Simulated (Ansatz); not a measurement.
Molecular dynamics, with input and output: BSiSbH3OF (part 4 of 4)

The same run, continued: BSiSbH3OF; RKS B3LYP-D4/def2-SVP (Ansatz 0.2.0). It belongs to a series of runs on one base structure; here: dynamics from the highest image of the converged band.

Geometry of the input (Å):
```
F  -2.5624  -0.3986  1.0288
Sb -1.5501  0.8436  -0.0859
B  0.5310  0.8490  0.8339
Si 1.0895  -0.2152  -0.6277
O  -0.5793  -0.6403  -1.2475
H  1.0052  1.3239  1.8251
H  2.1510  -0.5115  -1.6229
H  0.0072  -1.3079  -0.1595
```

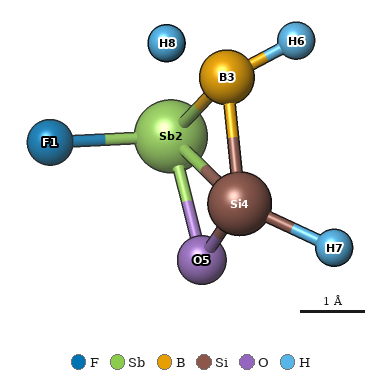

The geometry at step 158 of the log (ball-and-stick view, seen at a tilt; atoms are numbered from 1 in the order of the input).

Trajectory as extended XYZ, continued:
```
8
Properties=species:S:1:pos:R:3:forces:R:3 step=113 time_fs=56.5 energy=-19899.11698 temperature=1701.3
F    -2.5294   -0.5139    0.9738    0.8386   0.1705  -0.0596
Sb   -1.5487    0.8428   -0.0773   -1.4808   1.7697  -0.8855
B     0.6668    0.7937    0.8962    4.5090   2.2186  -3.9604
Si    0.9783   -0.2873   -0.6665   -1.6510  -0.3837   1.8548
O    -0.5196   -0.4082   -1.3288    0.1334  -0.7416  -0.4655
H     1.5146    1.6480    1.1200   -0.6658   0.0369   0.2286
H     1.6542   -1.5136   -0.9485    1.3428  -0.6616  -1.0438
H    -0.1010    0.5511    1.5717   -3.0262  -2.4088   4.3313
8
Properties=species:S:1:pos:R:3:forces:R:3 step=117 time_fs=58.5 energy=-19898.84041 temperature=1346.6
F    -2.5253   -0.5241    0.9743    0.9360   0.3222  -0.1533
Sb   -1.5475    0.8448   -0.0773   -1.5662   1.4567  -1.0641
B     0.6676    0.7900    0.9221    5.0711   0.8412  -4.6032
Si    0.9606   -0.2914   -0.6748   -0.4462  -0.3405   2.8149
O    -0.5031   -0.4133   -1.3306   -1.0607  -0.7644  -0.9180
H     1.5094    1.6420    1.0810   -0.3541   0.3241   0.2624
H     1.7086   -1.5019   -0.9323    1.1092  -0.2663  -0.9581
H    -0.1478    0.7306    1.5726   -3.6892  -1.5730   4.6193
8
Properties=species:S:1:pos:R:3:forces:R:3 step=121 time_fs=60.5 energy=-19899.19966 temperature=1805.9
F    -2.5193   -0.5336    0.9745    0.9330   0.4087  -0.2562
Sb   -1.5468    0.8473   -0.0777   -1.3182   1.1880  -0.8470
B     0.6845    0.7896    0.9328   -0.5876  -0.0898  -0.5337
Si    0.9422   -0.2961   -0.6793    1.1678  -0.9504   3.2762
O    -0.4891   -0.4202   -1.3346   -2.0618  -0.8683  -1.4078
H     1.4910    1.6488    1.0522    0.0719   0.7308   0.3496
H     1.8039   -1.4989   -0.9522    0.3849   0.6380  -0.7034
H    -0.3176    0.8461    1.7361    1.4101  -1.0569   0.1224
8
Properties=species:S:1:pos:R:3:forces:R:3 step=125 time_fs=62.5 energy=-19898.75217 temperature=1235.8
F    -2.5115   -0.5422    0.9742    0.9080   0.4529  -0.3548
Sb   -1.5465    0.8502   -0.0783   -1.0593   1.0346  -0.4654
B     0.7007    0.7892    0.9407   -1.9930   0.0909   0.3654
Si    0.9255   -0.3021   -0.6794    2.5104  -1.4265   3.4895
O    -0.4799   -0.4292   -1.3420   -2.6039  -0.9458  -1.7781
H     1.4740    1.6820    1.0365    0.0672   0.6517   0.3403
H     1.9141   -1.4726   -0.9993   -0.3159   1.2292  -0.4816
H    -0.4467    0.9199    1.9147    2.4864  -1.0870  -1.1152
8
Properties=species:S:1:pos:R:3:forces:R:3 step=128 time_fs=64.0 energy=-19898.54836 temperature=973.9
F    -2.5044   -0.5481    0.9734    0.8975   0.4899  -0.4072
Sb   -1.5465    0.8525   -0.0789   -0.8680   0.9115  -0.1361
B     0.7084    0.7891    0.9474   -2.1847   0.5405   0.6173
Si    0.9151   -0.3078   -0.6763    3.1165  -1.5171   3.4759
O    -0.4771   -0.4375   -1.3503   -2.7015  -0.9154  -1.8643
H     1.4628    1.7232    1.0333   -0.1802   0.2340   0.2527
H     1.9904   -1.4234   -1.0471   -0.6754   1.3607  -0.3483
H    -0.4822    0.9478    2.0214    2.5958  -1.1041  -1.5900
8
Properties=species:S:1:pos:R:3:forces:R:3 step=132 time_fs=66.0 energy=-19898.66313 temperature=1122.1
F    -2.4933   -0.5551    0.9718    0.8834   0.5496  -0.4357
Sb   -1.5467    0.8559   -0.0797   -0.7218   0.6723   0.0015
B     0.7118    0.7908    0.9583   -2.1523   1.0722   0.8163
Si    0.9049   -0.3172   -0.6680    3.2585  -1.3032   3.2103
O    -0.4790   -0.4504   -1.3652   -2.4261  -0.7425  -1.6368
H     1.4409    1.7840    1.0368   -0.4586  -0.3863   0.0829
H     2.0691   -1.3128   -1.1222   -0.9072   1.2353  -0.2066
H    -0.4432    0.9482    2.1103    2.5241  -1.0974  -1.8320
8
Properties=species:S:1:pos:R:3:forces:R:3 step=136 time_fs=68.0 energy=-19899.26027 temperature=1891.3
F    -2.4804   -0.5610    0.9692    0.8563   0.6026  -0.4176
Sb   -1.5472    0.8595   -0.0805   -0.6240   0.3790  -0.0801
B     0.7074    0.7962    0.9721   -2.2315   1.1616   1.0082
Si    0.8992   -0.3284   -0.6553    2.6522  -0.8123   2.7302
O    -0.4867   -0.4650   -1.3841   -1.7483  -0.4487  -1.0484
H     1.4025    1.8311    1.0435   -0.4290  -0.6748  -0.1090
H     2.1140   -1.1557   -1.2054   -0.8351   0.8759  -0.1449
H    -0.3077    0.9066    2.1294    2.3594  -1.0833  -1.9384
8
Properties=species:S:1:pos:R:3:forces:R:3 step=140 time_fs=70.0 energy=-19900.14002 temperature=3020.5
F    -2.4658   -0.5657    0.9658    0.7965   0.6232  -0.3719
Sb   -1.5478    0.8632   -0.0813   -0.5556   0.0756  -0.2185
B     0.6953    0.8055    0.9893   -1.8974   0.6949   0.4820
Si    0.8970   -0.3407   -0.6389    1.5613  -0.2341   2.1177
O    -0.4985   -0.4808   -1.4054   -0.8522  -0.0817  -0.2345
H     1.3485    1.8537    1.0460   -0.0916  -0.4898  -0.3100
H     2.1277   -0.9653   -1.2946   -0.4924   0.4235  -0.2046
H    -0.0843    0.8237    2.0770    1.5315  -1.0116  -1.2601
8
Properties=species:S:1:pos:R:3:forces:R:3 step=143 time_fs=71.5 energy=-19900.48607 temperature=3461.5
F    -2.4538   -0.5683    0.9628    0.7106   0.6066  -0.3446
Sb   -1.5485    0.8660   -0.0820   -0.4936  -0.1525  -0.2278
B     0.6819    0.8143    1.0031   -0.4566   0.3279  -2.1591
Si    0.8969   -0.3502   -0.6247    0.7581   0.1021   1.5162
O    -0.5088   -0.4928   -1.4218   -0.1781   0.2005   0.4260
H     1.3051    1.8582    1.0405    0.2431  -0.1167  -0.4444
H     2.1249   -0.8108   -1.3665   -0.2328   0.1551  -0.2627
H     0.1214    0.7358    2.0082   -0.3508  -1.1230   1.4966
8
Properties=species:S:1:pos:R:3:forces:R:3 step=147 time_fs=73.5 energy=-19900.35426 temperature=3306.7
F    -2.4366   -0.5708    0.9581    0.5399   0.5543  -0.3333
Sb   -1.5494    0.8697   -0.0829   -0.2739  -0.4789  -0.0548
B     0.6629    0.8273    1.0130    0.2190   0.7643  -5.7486
Si    0.8976   -0.3627   -0.6040    0.1660   0.4060   0.2703
O    -0.5229   -0.5083   -1.4427    0.5424   0.5045   1.2606
H     1.2560    1.8616    1.0182    0.5154   0.3426  -0.5130
H     2.1130   -0.6001   -1.4706   -0.2164  -0.0625  -0.1177
H     0.3785    0.5763    1.9856   -1.4924  -2.0303   5.2364
8
Properties=species:S:1:pos:R:3:forces:R:3 step=151 time_fs=75.5 energy=-19900.71892 temperature=3760.4
F    -2.4182   -0.5722    0.9527    0.3689   0.4901  -0.3138
Sb   -1.5504    0.8733   -0.0839   -0.0269  -0.7901   0.0503
B     0.6441    0.8420    1.0060   -1.0399  -1.2438   0.0257
Si    0.8986   -0.3746   -0.5830    0.0518   0.7035  -1.3467
O    -0.5357   -0.5226   -1.4606    0.9544   0.6891   1.9449
H     1.2258    1.8770    0.9768    0.5185   0.4051  -0.3909
H     2.0920   -0.3918   -1.5782   -0.5061  -0.2783   0.3477
H     0.5872    0.3516    2.1249   -0.3205   0.0244  -0.3173
8
Properties=species:S:1:pos:R:3:forces:R:3 step=155 time_fs=77.5 energy=-19899.95240 temperature=2781.4
F    -2.3991   -0.5725    0.9467    0.2197   0.4091  -0.2632
Sb   -1.5515    0.8766   -0.0848    0.1968  -1.0208   0.0274
B     0.6221    0.8528    0.9977   -0.2893  -2.1939   2.2259
Si    0.8997   -0.3856   -0.5638   -0.0411   1.0658  -2.6270
O    -0.5462   -0.5352   -1.4738    1.1389   0.8032   2.4317
H     1.2146    1.9058    0.9208    0.2433  -0.1534  -0.1494
H     2.0518   -0.1943   -1.6724   -0.6966  -0.5576   0.8371
H     0.7780    0.1248    2.2671   -0.7717   1.6477  -2.4826
8
Properties=species:S:1:pos:R:3:forces:R:3 step=158 time_fs=79.0 energy=-19899.25903 temperature=1889.9
F    -2.3845   -0.5722    0.9419    0.1092   0.3268  -0.2024
Sb   -1.5522    0.8788   -0.0855    0.3322  -1.1314  -0.0462
B     0.6048    0.8559    0.9963    0.3834  -2.1073   2.4038
Si    0.9004   -0.3929   -0.5516   -0.2097   1.3381  -3.2408
O    -0.5523   -0.5434   -1.4799    1.1812   0.8511   2.6620
H     1.2129    1.9248    0.8746    0.0012  -0.6455   0.0402
H     2.0048   -0.0596   -1.7232   -0.6740  -0.7632   1.0677
H     0.9028   -0.0069    2.3148   -1.1235   2.1314  -2.6843
8
Properties=species:S:1:pos:R:3:forces:R:3 step=162 time_fs=81.0 energy=-19898.71598 temperature=1190.4
F    -2.3648   -0.5713    0.9351   -0.0466   0.1846  -0.0946
Sb   -1.5531    0.8815   -0.0865    0.5227  -1.2102  -0.1630
B     0.5831    0.8535    1.0018    1.0134  -1.8914   2.1302
Si    0.9012   -0.4009   -0.5394   -0.5350   1.6582  -3.6810
O    -0.5580   -0.5526   -1.4825    1.1406   0.8682   2.7973
H     1.2103    1.9277    0.8148   -0.1774  -0.9938   0.2365
H     1.9202    0.0939   -1.7550   -0.4719  -0.9708   1.1617
H     1.0308   -0.1111    2.2899   -1.4458   2.3553  -2.3870
8
Properties=species:S:1:pos:R:3:forces:R:3 step=166 time_fs=83.0 energy=-19898.74514 temperature=1227.7
F    -2.3452   -0.5700    0.9281   -0.2144   0.0090   0.0381
Sb   -1.5539    0.8838   -0.0875    0.7417  -1.2272  -0.2640
B     0.5649    0.8442    1.0150    1.3833  -2.0510   1.9105
Si    0.9011   -0.4067   -0.5321   -0.9261   1.8538  -3.7822
O    -0.5610   -0.5597   -1.4783    0.9976   0.8410   2.7470
H     1.2016    1.8940    0.7636   -0.1222  -0.8742   0.3032
H     1.8180    0.2106   -1.7431   -0.1173  -1.0475   1.0041
H     1.1035   -0.1251    2.1739   -1.7426   2.4962  -1.9567
8
Properties=species:S:1:pos:R:3:forces:R:3 step=170 time_fs=85.0 energy=-19899.23209 temperature=1851.2
F    -2.3261   -0.5687    0.9212   -0.3907  -0.1912   0.1896
Sb   -1.5544    0.8858   -0.0886    0.9887  -1.1944  -0.3365
B     0.5516    0.8276    1.0348    1.3072  -2.0878   1.3101
Si    0.8998   -0.4100   -0.5300   -1.3647   1.7956  -3.5385
O    -0.5616   -0.5648   -1.4676    0.7575   0.7880   2.5267
H     1.1888    1.8281    0.7235    0.1277  -0.3569   0.1755
H     1.7117    0.2878   -1.6937    0.3804  -0.9092   0.5535
H     1.1102   -0.0451    1.9849   -1.8061   2.1559  -0.8804
8
Properties=species:S:1:pos:R:3:forces:R:3 step=174 time_fs=87.0 energy=-19899.28880 temperature=1909.1
F    -2.3077   -0.5678    0.9147   -0.5652  -0.3954   0.3446
Sb   -1.5546    0.8873   -0.0898    1.1959  -1.1002  -0.3540
B     0.5424    0.8043    1.0587   -0.7510   0.6066  -2.1268
Si    0.8967   -0.4109   -0.5328   -1.7966   1.3496  -2.7870
O    -0.5603   -0.5680   -1.4507    0.4512   0.7312   2.1784
H     1.1810    1.7489    0.6896    0.3795   0.2551  -0.0923
H     1.6204    0.3312   -1.6241    1.0137  -0.4631  -0.2336
H     1.0528    0.1098    1.7703    0.0726  -0.9838   3.0707
8
Properties=species:S:1:pos:R:3:forces:R:3 step=177 time_fs=88.5 energy=-19898.31054 temperature=679.8
F    -2.2947   -0.5676    0.9102   -0.6855  -0.5265   0.4407
Sb   -1.5544    0.8883   -0.0908    1.2842  -0.9955  -0.3098
B     0.5339    0.7879    1.0720   -4.3934   4.9987  -7.1764
Si    0.8927   -0.4103   -0.5374   -2.0117   0.9502  -1.9217
O    -0.5586   -0.5692   -1.4346    0.2086   0.6767   1.8579
H     1.1840    1.6944    0.6625    0.4476   0.5123  -0.2417
H     1.5760    0.3511   -1.5760    1.4577  -0.0414  -0.8678
H     1.0104    0.2053    1.6806    3.6924  -5.5745   8.2187
8
Properties=species:S:1:pos:R:3:forces:R:3 step=181 time_fs=90.5 energy=-19899.26376 temperature=1877.3
F    -2.2786   -0.5683    0.9051   -0.8059  -0.6457   0.5316
Sb   -1.5540    0.8893   -0.0921    1.2192  -0.8313  -0.2696
B     0.5108    0.7792    1.0699   -0.9202   0.6794  -2.6608
Si    0.8850   -0.4083   -0.5458   -1.8369   0.8512  -1.0316
O    -0.5560   -0.5694   -1.4093   -0.1236   0.5531   1.3274
H     1.2030    1.6387    0.6183    0.4434   0.5094  -0.2418
H     1.5659    0.3767   -1.5417    1.6397   0.1337  -1.1672
H     1.0571    0.1735    1.8082    0.3842  -1.2499   3.5119
8
Properties=species:S:1:pos:R:3:forces:R:3 step=185 time_fs=92.5 energy=-19899.41775 temperature=2089.3
F    -2.2641   -0.5703    0.9010   -0.8793  -0.7059   0.5907
Sb   -1.5531    0.8900   -0.0936    1.0005  -0.6329  -0.2249
B     0.4837    0.7741    1.0573    2.0293  -1.8585   1.3274
Si    0.8749   -0.4052   -0.5556   -0.8823   1.3166  -0.7737
O    -0.5537   -0.5683   -1.3808   -0.4930   0.4221   0.6897
H     1.2380    1.6011    0.5662    0.1193   0.0658   0.1457
H     1.6165    0.4053   -1.5492    1.1423  -0.3384  -0.6143
H     1.1281    0.0817    2.0783   -2.0368   1.7312  -1.1406
8
Properties=species:S:1:pos:R:3:forces:R:3 step=189 time_fs=94.5 energy=-19898.94398 temperature=1483.0
F    -2.2513   -0.5737    0.8981   -0.9186  -0.7238   0.6279
Sb   -1.5519    0.8905   -0.0951    0.7244  -0.4201  -0.1426
B     0.4632    0.7631    1.0486    2.6718  -1.6446   1.9311
Si    0.8637   -0.4002   -0.5666    0.5150   1.7295  -0.6372
O    -0.5525   -0.5662   -1.3507   -0.9605   0.3072  -0.0403
H     1.2773    1.5663    0.5196   -0.3053  -0.3142   0.5661
H     1.7100    0.4207   -1.5798    0.3566  -0.9013   0.1219
H     1.1278    0.0484    2.3148   -2.0835   1.9672  -2.4270
8
Properties=species:S:1:pos:R:3:forces:R:3 step=192 time_fs=96.0 energy=-19898.76081 temperature=1247.7
F    -2.2430   -0.5772    0.8968   -0.9310  -0.7094   0.6406
Sb   -1.5508    0.8908   -0.0963    0.5257  -0.2775  -0.0473
B     0.4539    0.7510    1.0465    2.7262  -1.3560   2.0092
Si    0.8556   -0.3949   -0.5753    1.5453   1.7876  -0.3658
O    -0.5532   -0.5640   -1.3281   -1.3685   0.2194  -0.6277
H     1.3002    1.5333    0.4979   -0.4729  -0.3722   0.7294
H     1.7908    0.4111   -1.6015   -0.1559  -1.1196   0.4817
H     1.0754    0.0722    2.4342   -1.8689   1.8277  -2.8201
8
Properties=species:S:1:pos:R:3:forces:R:3 step=196 time_fs=98.0 energy=-19898.95968 temperature=1504.3
F    -2.2335   -0.5832    0.8962   -0.9251  -0.6510   0.6386
Sb   -1.5493    0.8911   -0.0979    0.3104  -0.1361   0.1236
B     0.4500    0.7306    1.0500    2.4347  -1.1694   2.2054
Si    0.8467   -0.3858   -0.5874    2.6465   1.5830   0.2059
O    -0.5570   -0.5608   -1.2994   -1.8785   0.0964  -1.3887
H     1.3153    1.4778    0.4931   -0.4017  -0.1567   0.7208
H     1.8922    0.3609   -1.6140   -0.6408  -1.1389   0.6881
H     0.9437    0.1645    2.4980   -1.5456   1.5726  -3.1936
8
Properties=species:S:1:pos:R:3:forces:R:3 step=200 time_fs=100.0 energy=-19899.67422 temperature=2423.0
F    -2.2260   -0.5905    0.8968   -0.8911  -0.5510   0.6222
Sb   -1.5477    0.8914   -0.0995    0.1530  -0.0510   0.2998
B     0.4545    0.7060    1.0613    1.5975  -0.9652   1.9963
Si    0.8415   -0.3745   -0.5992    3.2191   1.1775   0.9133
O    -0.5653   -0.5573   -1.2740   -2.1515  -0.0188  -2.0154
H     1.3160    1.4170    0.5153   -0.0167   0.2980   0.4957
H     1.9697    0.2677   -1.6007   -0.9069  -0.9404   0.6668
H     0.7535    0.3164    2.4408   -1.0034   1.0510  -2.9788
```

Key numbers:

| quantity | value |
| --- | --- |
| outcome | finished |
| mean temperature over the second half | 1922 K |
| trajectory | 200 steps, 100 fs |
| ensemble | nve |
| temperature in the input | 300.0 K |
| time step | 0.5 fs |
| potential energy (last step) | −19899.6745 eV |
| mean-field energy (last step) | −19899.2596 eV |
| largest force (length of the vector) (last step) | 3.547 eV/Å |
| hardware | 2 threads of AMD EPYC (Zen 5), 16 GiB of memory available, shared host |
| wall time | 4.2 min (CPU time 8.1 min) |
| peak memory | 0.25 GiB |

Notes:

So short a trajectory is not equilibrated.
